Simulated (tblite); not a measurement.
Molecular dynamics of C4H6FNO

- system: C4H6FNO, SMILES C=C(F)CNC=O
- method: GFN2-xTB Langevin dynamics, gas phase (tblite 0.8.0)

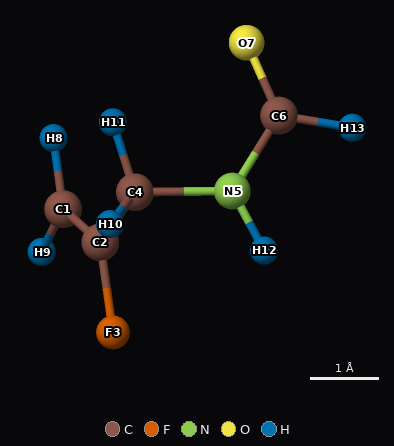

*The input geometry (ball-and-stick view, seen at a tilt; atoms are numbered from 1 in the order of the input).*

## Input file
```
{"job": {"kind": "md", "xc": "GFN2-xTB", "basis": "xTB", "temperature": 400, "steps": 2000, "every": 50}, "charge": 0, "multiplicity": 1}
C     -1.970392     0.827970    -0.381171
C     -1.267700    -0.286264    -0.363983
F     -1.695503    -1.368704    -1.064046
C      0.035984    -0.543283     0.333390
N      1.133357    -0.598050    -0.614010
C      2.050424     0.384907    -0.689671
O      2.101377     1.342498     0.038782
H     -1.634650     1.691963     0.159290
H     -2.890521     0.902225    -0.932855
H     -0.022134    -1.492336     0.877781
H      0.256379     0.272616     1.023727
H      1.115078    -1.334184    -1.301878
H      2.783914     0.201129    -1.496043
```

The first line tells a small driver script what to run in tblite; the rest is the geometry in Å.

Launch command:
```bash
OMP_NUM_THREADS=1 python <driver script> task.json out
```

## What the program printed
```
t/fs     T/K      E/eV
    0.0   333.4   -634.37706
   25.0   315.6   -634.07078
   50.0   426.5   -634.04867
   75.0   306.3   -633.84875
  100.0   348.4   -633.69434
  125.0   482.2   -633.78107
  150.0   361.6   -633.75925
  175.0   341.7   -633.77063
  200.0   351.9   -633.75363
  225.0   325.2   -633.95846
  250.0   259.4   -633.85443
  275.0   287.7   -633.97891
  300.0   351.0   -634.01989
  325.0   324.2   -633.95338
  350.0   381.3   -633.94019
  375.0   443.6   -633.84846
  400.0   418.2   -633.40191
  425.0   579.9   -633.41339
  450.0   509.8   -633.45096
  475.0   634.1   -633.54529
  500.0   582.9   -633.42033
  525.0   477.5   -633.50525
  550.0   709.2   -633.41770
  575.0   609.1   -633.47170
  600.0   731.3   -633.75666
  625.0   789.7   -633.61587
  650.0   537.4   -633.25126
  675.0   571.9   -633.52018
  700.0   644.9   -633.59672
  725.0   472.6   -633.31600
  750.0   635.3   -633.55433
  775.0   720.3   -633.64457
  800.0   483.3   -633.22327
  825.0   514.2   -633.48052
  850.0   541.8   -633.49028
  875.0   466.8   -633.34162
  900.0   615.5   -633.47806
  925.0   807.9   -633.61508
  950.0   538.3   -633.39243
  975.0   609.0   -633.60246
 1000.0   631.1   -633.83713
```

## Trajectory as extended XYZ (Å, eV, eV/Å), 16 of the 41 frames kept, from step=0 to step=40
```
13
Properties=species:S:1:pos:R:3:forces:R:3 step=0 time_fs=0.0 energy=-634.37706 temperature=333.4
C    -1.9704    0.8280   -0.3812    0.0018  -0.0019   0.0006
C    -1.2677   -0.2863   -0.3640   -0.0032  -0.0006  -0.0012
F    -1.6955   -1.3687   -1.0640   -0.0004   0.0042   0.0028
C     0.0360   -0.5433    0.3334   -0.0005   0.0027   0.0008
N     1.1334   -0.5980   -0.6140    0.0011   0.0020   0.0007
C     2.0504    0.3849   -0.6897    0.0038  -0.0074   0.0048
O     2.1014    1.3425    0.0388    0.0008   0.0027  -0.0057
H    -1.6346    1.6920    0.1593   -0.0004  -0.0039  -0.0011
H    -2.8905    0.9022   -0.9329    0.0017  -0.0005  -0.0009
H    -0.0221   -1.4923    0.8778    0.0019   0.0028  -0.0038
H     0.2564    0.2726    1.0237    0.0000  -0.0031   0.0007
H     1.1151   -1.3342   -1.3019   -0.0034  -0.0007  -0.0013
H     2.7839    0.2011   -1.4960   -0.0032   0.0038   0.0033
13
Properties=species:S:1:pos:R:3:forces:R:3 step=3 time_fs=75.0 energy=-633.84875 temperature=306.3
C    -2.0351    0.8170   -0.2280    1.2761   0.7462   0.2234
C    -1.2495   -0.2213   -0.2768   -0.8100  -2.0359  -1.9990
F    -1.5619   -1.3583   -1.1392    0.2794   1.6426   1.3749
C    -0.0179   -0.4712    0.4517    1.4995   0.5951   1.0955
N     1.1360   -0.6973   -0.3950   -0.0317  -0.3443  -1.4719
C     2.0125    0.2760   -0.7491   -0.4514   1.2567   0.1290
O     2.0657    1.4184   -0.3270   -0.0698  -1.2693  -0.0162
H    -1.5084    1.6166    0.3090   -1.1865  -0.0182  -0.1844
H    -2.8928    0.9084   -0.8348   -0.5980   0.3277  -0.0872
H    -0.1433   -1.4176    0.9736   -0.0344   0.0172   0.6848
H     0.2656    0.4166    1.1134   -0.5133  -1.2303  -0.5685
H     0.9542   -1.3763   -1.1604    0.2694   0.3758   0.9262
H     2.6750   -0.0869   -1.5398    0.3708  -0.0632  -0.1067
13
Properties=species:S:1:pos:R:3:forces:R:3 step=5 time_fs=125.0 energy=-633.78107 temperature=482.2
C    -2.0835    0.8180   -0.0914    1.4036  -1.5353  -0.6492
C    -1.2686   -0.2445   -0.2090   -0.0447  -0.2947  -0.2191
F    -1.5871   -1.2907   -1.0702    0.0346   0.7714   0.7696
C     0.0652   -0.4694    0.4786    0.8766   1.1423  -0.7503
N     1.1820   -0.7042   -0.4605   -0.2636   0.5908   0.1026
C     2.0113    0.2921   -0.9186   -0.4761  -2.9783  -0.8732
O     2.0178    1.3555   -0.4248    0.3866   2.5823   0.6659
H    -1.6195    1.6290    0.5109   -1.4045  -0.5317  -0.7233
H    -2.9730    0.6989   -0.7459    0.5895   1.0592   1.0315
H     0.0783   -1.2005    1.2845   -0.2281  -0.2768  -0.2501
H     0.3594    0.4937    0.8803   -0.1556   0.3674   0.5615
H     1.1661   -1.5890   -0.8821    0.0994  -1.1271  -0.7837
H     2.6943   -0.0414   -1.7983   -0.8178   0.2305   1.1179
13
Properties=species:S:1:pos:R:3:forces:R:3 step=8 time_fs=200.0 energy=-633.75363 temperature=351.9
C    -2.1405    0.8727   -0.2119    3.6589  -1.4425   0.6848
C    -1.2626   -0.1789   -0.2681   -1.2326   1.9238   1.1890
F    -1.5741   -1.1975   -1.0592   -0.1932  -1.0633  -0.4556
C     0.0165   -0.3803    0.5276    0.4441   1.2263  -0.1743
N     1.1127   -0.7884   -0.3836   -0.2695   1.4578   0.5232
C     2.0149    0.1386   -0.8016    0.8416  -2.1735  -1.6829
O     2.1638    1.2671   -0.4954   -0.4984   1.9266   1.3109
H    -1.7085    1.7531    0.3017   -1.2112  -0.6240  -0.3999
H    -3.0143    0.7686   -0.7872   -0.6670   0.5545  -0.2943
H     0.0433   -1.1806    1.2985   -0.7470   0.5913  -0.2693
H     0.2035    0.6624    0.9938    0.2540  -1.7156  -0.5729
H     0.8399   -1.5614   -0.9653    0.3311  -0.1366  -0.1426
H     2.7817   -0.2665   -1.5397   -0.7108  -0.5249   0.2838
13
Properties=species:S:1:pos:R:3:forces:R:3 step=11 time_fs=275.0 energy=-633.97891 temperature=287.7
C    -2.0999    0.9806   -0.5009    0.7284  -0.4392   0.5203
C    -1.3007   -0.0357   -0.2092   -0.3227  -0.1535  -0.1500
F    -1.7138   -1.2968   -0.6614    0.4998   0.9709   0.4631
C     0.0255   -0.0896    0.4878    0.1577  -0.0912  -1.5100
N     0.9783   -0.6983   -0.4642   -1.2072  -0.8636  -0.0640
C     2.0063   -0.0311   -0.9501    1.3554   1.0008  -0.1663
O     2.4799    0.9695   -0.4921    0.2530   1.1840   0.8028
H    -1.9102    2.0087   -0.1871   -0.1991  -0.7022  -0.3324
H    -2.9627    0.6375   -1.0206   -0.6745   0.6531  -0.2861
H    -0.0783   -0.6523    1.3931    0.2172  -0.5633   0.5105
H     0.4298    0.8960    0.6930   -0.1115   0.2671   0.1433
H     0.6165   -1.3143   -1.1805   -0.4862  -0.4347   0.5466
H     2.5143   -0.4443   -1.8192   -0.2102  -0.8281  -0.4779
13
Properties=species:S:1:pos:R:3:forces:R:3 step=13 time_fs=325.0 energy=-633.95338 temperature=324.2
C    -2.0583    1.0277   -0.5582    0.9714   1.3428   0.9852
C    -1.3312   -0.0338   -0.2495    0.8390   1.2669   0.2030
F    -1.9379   -1.2040   -0.3562   -0.0789  -1.4744   0.0834
C     0.1306   -0.0715    0.2543   -2.0199  -0.2376  -0.2464
N     0.9969   -0.8007   -0.6364    1.4682   1.3737   0.5927
C     2.2178   -0.1427   -0.8527   -2.0853  -1.4757  -0.4875
O     2.4310    0.9935   -0.5441    0.4058  -0.1049   0.1208
H    -1.5848    2.0343   -0.4144   -0.8056  -1.1356  -0.4072
H    -3.1221    0.9338   -0.7014    0.2081   0.1590  -0.3554
H     0.0899   -0.4372    1.2980    0.1681  -0.3834  -0.3468
H     0.5161    0.9422    0.3109   -0.0331   0.1962  -0.1559
H     0.7643   -1.7367   -0.9500    0.2691   0.3757   0.2227
H     2.8403   -0.8180   -1.4333    0.6930   0.0973  -0.2086
13
Properties=species:S:1:pos:R:3:forces:R:3 step=16 time_fs=400.0 energy=-633.40191 temperature=418.2
C    -1.7953    1.0537   -0.7917   -1.0144   0.2936   1.5600
C    -1.3020   -0.0066   -0.0931   -1.1966   1.9874  -1.8950
F    -1.9278   -1.1793   -0.2698   -0.0639  -0.4951   0.4985
C     0.0754   -0.0011    0.4858   -0.3268   0.6067  -2.4327
N     0.8695   -0.7451   -0.5022    1.5000   3.2118   1.2262
C     1.9733   -0.1408   -1.0703   -2.2176  -2.4888  -0.6430
O     2.5675    0.7843   -0.6588    0.8503   1.6280   0.5444
H    -1.3424    2.0720   -0.6844   -0.3574  -1.2979  -0.2034
H    -2.8820    1.0996   -1.1233    1.7696  -0.4358   0.0878
H     0.1098   -0.3680    1.4857    0.3476   0.0200   0.6731
H     0.3191    1.0578    0.2180    0.5933  -0.6566   1.4552
H     0.6345   -1.6465   -0.7103   -0.7625  -2.3916  -0.7084
H     2.0885   -0.6575   -2.0387    0.8784   0.0183  -0.1626
13
Properties=species:S:1:pos:R:3:forces:R:3 step=19 time_fs=475.0 energy=-633.54529 temperature=634.1
C    -1.8470    0.9071   -0.3251   -2.0860  -0.3787   0.1013
C    -1.1926   -0.2454   -0.1376   -0.1793   2.8795   0.6105
F    -1.8850   -1.3606   -0.2533   -0.0721  -1.3467  -0.3056
C     0.2194   -0.2598    0.3334    0.1717  -0.4911   1.4274
N     1.1177   -0.7334   -0.6662    1.9439   2.0677  -0.2085
C     1.9779    0.2181   -1.2614   -2.3418  -1.3456   2.2925
O     2.1092    1.2364   -0.6369    1.2645   0.7120  -1.1531
H    -1.5493    1.9391   -0.0674    0.0996  -1.1932  -0.5463
H    -2.9596    0.7610   -0.5976    1.8098   0.5569   0.3118
H     0.3410   -0.8823    1.2900   -0.1916   0.7830  -1.0439
H     0.5384    0.7884    0.4738   -0.2544  -0.3386   0.5426
H     0.7382   -1.4178   -1.2102   -0.7899  -2.3102  -1.7534
H     2.3545   -0.1753   -2.1921    0.6256   0.4052  -0.2752
13
Properties=species:S:1:pos:R:3:forces:R:3 step=21 time_fs=525.0 energy=-633.50525 temperature=477.5
C    -1.8921    0.8229   -0.0473   -1.4554  -0.5363  -0.6397
C    -1.2101   -0.2882   -0.0297    0.3796  -1.3678  -0.2176
F    -1.7545   -1.4920   -0.4501    0.1968   0.7978  -0.0132
C     0.2535   -0.5258    0.3419   -1.2115  -1.1508   1.8111
N     1.0508   -0.5899   -0.8484    1.0780   2.6923   0.9082
C     2.0025    0.3819   -1.1159   -0.7847  -0.5345   0.0731
O     1.9490    1.5344   -0.7294    0.6238  -1.8287  -0.7253
H    -1.3793    1.5858    0.4183    0.5581   1.8385   0.4360
H    -2.9146    0.9708   -0.4413    0.9164  -0.3049   0.4744
H     0.1861   -1.5996    0.7300    0.4616   1.1323   0.0098
H     0.6542    0.1512    1.2203   -0.6349  -0.9375  -2.0288
H     1.2778   -1.4631   -1.2152    0.0295  -1.5693  -0.4078
H     2.7539   -0.2178   -1.7601   -0.1574   1.7689   0.3198
13
Properties=species:S:1:pos:R:3:forces:R:3 step=24 time_fs=600.0 energy=-633.75666 temperature=731.3
C    -1.8955    0.5562    0.2842    2.0410  -1.4142  -0.4321
C    -1.0015   -0.4121   -0.0037   -1.9347   0.8598   0.6858
F    -1.4557   -1.5346   -0.6297    0.2677   0.1213  -0.0255
C     0.4038   -0.4763    0.4480   -0.3303  -3.7060  -1.8393
N     1.3023   -0.5887   -0.7110   -1.0546   1.9338   2.4859
C     1.5988    0.5540   -1.3150    0.9091   2.2593   0.4022
O     1.4336    1.6977   -0.8735    0.1299  -2.4073  -1.0788
H    -1.5383    1.4430    0.7640   -0.2936   0.1112   0.0156
H    -2.8810    0.3913   -0.0448   -0.8492   0.3271  -0.1289
H     0.5606   -1.3430    1.0968   -0.1303  -0.7182  -0.2792
H     0.5631    0.2605    1.1026    1.1297   3.5743   1.6522
H     1.3431   -1.4371   -1.1731    0.0405  -1.6828  -0.8720
H     2.2073    0.2713   -2.1856    0.0746   0.7417  -0.5859
13
Properties=species:S:1:pos:R:3:forces:R:3 step=27 time_fs=675.0 energy=-633.52018 temperature=571.9
C    -1.8873    0.2289    0.7796    1.4605   0.2217  -0.1025
C    -0.9386   -0.4555    0.1373   -0.8711   0.1672  -0.6094
F    -1.3056   -1.4483   -0.7503    0.1839   0.7501   0.1453
C     0.5321   -0.4150    0.3735    0.2200   1.3755   4.0364
N     1.5492   -0.4449   -0.6369   -1.4223  -2.3083   0.2961
C     1.4911    0.6004   -1.4464    0.0023   2.3040  -2.1340
O     0.9627    1.6675   -1.1941    0.3176  -0.7859   0.1677
H    -1.5988    0.8991    1.6129   -0.4221  -0.4249  -1.0241
H    -2.8739    0.2104    0.3827   -0.5078  -0.2240   0.4185
H     0.6517   -1.2367    1.0742    0.6591  -0.7186   0.0215
H     0.6978    0.4942    1.1311   -0.1466  -1.2196  -1.7971
H     1.5926   -1.4287   -0.9850    0.4850   1.2757  -0.1414
H     1.9945    0.5113   -2.4586    0.0417  -0.4130   0.7230
13
Properties=species:S:1:pos:R:3:forces:R:3 step=29 time_fs=725.0 energy=-633.31600 temperature=472.6
C    -1.9913    0.0165    0.8610   -0.5767  -0.4885  -0.0661
C    -0.9514   -0.6049    0.3379    1.2948  -0.1169  -0.8490
F    -1.0310   -1.2364   -0.8696   -0.7995   0.0770   0.1425
C     0.5757   -0.5251    0.6433   -1.0675  -0.5305  -1.6764
N     1.2686   -0.4194   -0.6874    0.1139   1.1018   0.7682
C     1.4635    0.6969   -1.4948    1.5306  -5.4635  -0.7940
O     0.9551    1.7160   -1.4122   -2.4163   5.2492   1.1485
H    -1.9288    0.3651    1.8846   -0.0541   0.2908  -0.4565
H    -2.9759    0.0335    0.3401    1.0184  -0.1813   0.6617
H     0.9063   -1.2938    1.3751    0.1289   0.2631  -1.0746
H     0.7212    0.4257    1.0145    0.3268   2.0303   1.4357
H     1.7073   -1.2114   -1.0389    0.6394  -1.6542  -0.3771
H     2.0738    0.4768   -2.4489   -0.1386  -0.5772   1.1371
13
Properties=species:S:1:pos:R:3:forces:R:3 step=32 time_fs=800.0 energy=-633.22327 temperature=483.3
C    -1.8889   -0.2320    1.0287    1.8516  -0.8625   0.2950
C    -0.8760   -0.7201    0.3071   -0.4586   0.4175  -0.9323
F    -1.1031   -1.3636   -0.9095    0.2106   0.3093   1.3853
C     0.5610   -0.1845    0.4476   -2.6558   1.2333  -3.4466
N     1.3107   -0.4536   -0.7924   -0.4043   3.5457   0.0099
C     1.3821    0.7641   -1.5235    1.0453  -3.2387  -1.8822
O     0.9461    1.8135   -1.2003   -0.7085   1.3600   1.1398
H    -1.5102    0.2705    1.9171   -0.7340   0.0287  -0.1780
H    -2.8953   -0.5377    0.9269   -0.4989   0.0376  -0.0854
H     1.0613   -0.4126    1.2984    1.2786  -0.8812   2.4177
H     0.2793    0.9557    0.3985    1.2018  -1.5424   0.2626
H     1.6986   -1.3589   -1.0161   -0.1736   0.5124  -0.1067
H     1.8083    0.7364   -2.5887    0.0459  -0.9197   1.1207
13
Properties=species:S:1:pos:R:3:forces:R:3 step=35 time_fs=875.0 energy=-633.34162 temperature=466.8
C    -1.7731   -0.2107    1.2659    0.3132  -2.7503  -1.2454
C    -0.8763   -0.8088    0.4393   -0.4740   2.3675   0.1263
F    -1.2119   -1.5706   -0.6629    0.5435   0.5406   1.4919
C     0.5280   -0.1944    0.4561    2.6235  -1.1021   0.3042
N     1.1690   -0.2148   -0.8647    0.2866  -1.3645  -0.3685
C     1.3776    0.7916   -1.7391   -0.9752  -1.9940  -1.2079
O     1.1054    1.9290   -1.5818    0.0765   1.8436   0.4039
H    -1.3045    0.4179    1.9835   -0.4894   0.2725   0.4362
H    -2.7799   -0.6626    1.3606    0.7454   0.8975   0.0005
H     1.3053   -0.7517    1.1191   -1.3849  -0.3349  -0.6960
H     0.7097    0.7708    0.9717   -1.1937   0.0712  -0.9417
H     1.3935   -1.1641   -1.2403   -0.4167   1.0652   0.6731
H     1.6117    0.3439   -2.7815    0.3453   0.4876   1.0234
13
Properties=species:S:1:pos:R:3:forces:R:3 step=37 time_fs=925.0 energy=-633.61508 temperature=807.9
C    -1.8851   -0.1701    1.1772    0.4295   0.5913  -0.3874
C    -0.9458   -0.6161    0.3868    2.2462  -0.4840  -1.2465
F    -1.1418   -1.6288   -0.5483   -0.5725   0.6311   0.8720
C     0.5615   -0.3122    0.3237   -0.9717   2.4783  -1.9639
N     1.1577   -0.2970   -1.0588   -1.2342  -1.0507   0.1804
C     1.2670    0.8366   -1.7959    0.6308   1.3996   3.3674
O     1.2936    1.9275   -1.2230   -0.3373  -1.0766  -1.6566
H    -1.8650    0.6780    1.8232    0.6916   0.0624   0.2127
H    -2.8453   -0.5141    1.0150   -1.7260  -0.8708  -0.1373
H     1.0717   -0.9531    0.9163    1.5323  -2.8009   1.4370
H     0.8319    0.6348    0.8202   -0.5389   0.3274  -0.6737
H     1.1164   -1.1518   -1.6452   -0.2037   0.4716   1.0718
H     1.5771    0.5940   -2.7866    0.0539   0.3214  -1.0759
13
Properties=species:S:1:pos:R:3:forces:R:3 step=40 time_fs=1000.0 energy=-633.83713 temperature=631.1
C    -1.7823   -0.0842    0.9266    0.0522   4.1641   1.2028
C    -0.8562   -0.7028    0.2912    1.6805  -1.4988  -0.0981
F    -1.1361   -1.9527   -0.1861    0.2935   0.0536  -0.1942
C     0.6101   -0.3553    0.1911   -0.1623   0.1990  -0.8833
N     0.8981   -0.1770   -1.2589   -0.5680  -1.0420   1.2833
C     1.2134    1.0207   -1.7433    0.7742   2.1654   2.1320
O     1.3900    2.0612   -1.0764   -0.5490  -2.5294  -1.6640
H    -1.6009    0.9913    1.2591   -0.0001  -1.6181  -0.2852
H    -2.7725   -0.3401    1.0294   -1.6845  -0.8998   0.0332
H     1.2010   -1.2394    0.5408   -0.2533   0.8503  -0.0085
H     0.8490    0.6346    0.7035   -0.2067  -1.4020  -0.5942
H     0.5886   -0.9618   -1.8630    0.4600   0.8829   0.5481
H     1.4527    0.8721   -2.7664    0.1634   0.6746  -1.4718
```

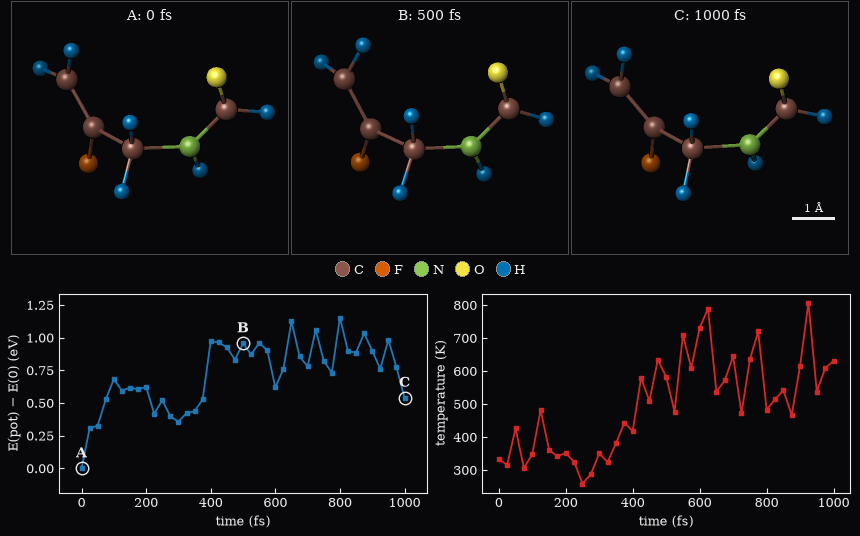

*Frames of the molecular dynamics (ball-and-stick, seen at a tilt) above the curves, on which the letters mark them.*

The trajectory kept here has 41 frames over 1000 fs. The temperature starts at 333 K, ranges from 259 to 808 K and averages 604 K over the second half. The potential energy ends 0.540 eV above its first value. After an unweighted best fit of the last frame on the first, the root-mean-square displacement is 0.11 Å, and H13 has moved furthest (0.19 Å).

## Key numbers

- outcome: finished
- mean temperature over the second half: 604 K
- trajectory: 41 frames kept, 1000 fs
- hardware: 1 CPU thread, shared host
- wall time: 23 s
- peak memory: 0.19 GiB
